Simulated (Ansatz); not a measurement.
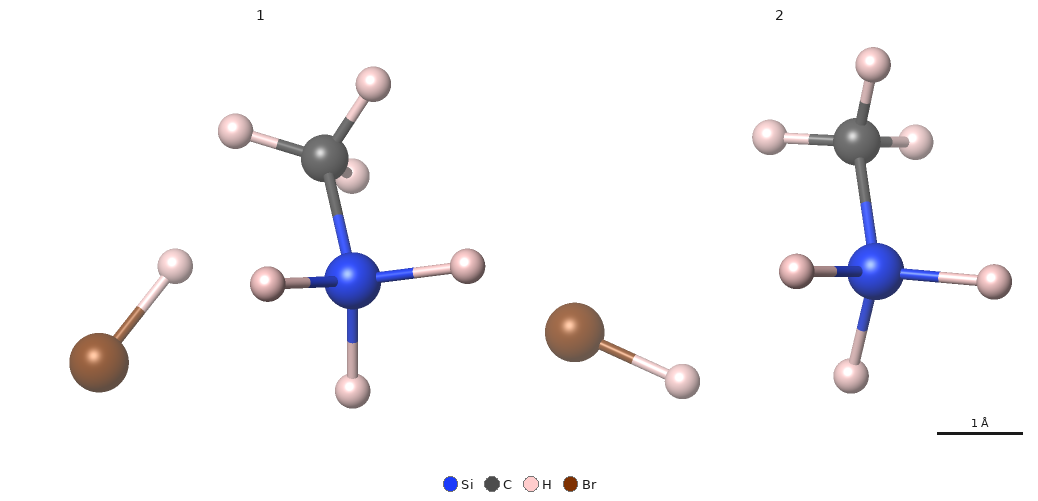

Two geometries of CH7BrSi, drawn at one scale. One is the start of a relaxation, the other its converged end. Style: ball-and-stick. Shown at a tilt.

Theory: RKS PBE0-D4/def2-SVP (Ansatz). (no spin polarisation; force threshold 0.03 eV/Å; at most 50 steps)

**Which one is relaxed?**

Structure 2 is the relaxed one. The run prepares an end point of a later path (reaction) calculation, from a guessed geometry. Over 29 accepted moves (33 points after the start) the energy falls by 22.2 kJ/mol. Largest force component: 1.4 eV/Å at the start, 0.0071 eV/Å at the end. The line search rejected the trial steps at points 7, 10, 16, 23 of the run. The forces were under the threshold at step 11, but the run went on from there. An H atom moves most after the best rigid fit: 1.43 Å. By element the largest moves are H 1.43 Å, Br 0.66 Å, C 0.25 Å, Si 0.14 Å. Some distances before and after: Br–Si 3.518 → 4.016 Å, Br–H 1.498 → 1.426 Å, H–Si 1.491 → 1.503 Å, C–Si 1.880 → 1.876 Å. Bond angles that change, for instance: Si–C–H 113.6° → 110.4°, C–Si–H 108.7° → 111.7°, H–C–H 105.7° → 108.2°. Groups turn about C–Si by about 35°.
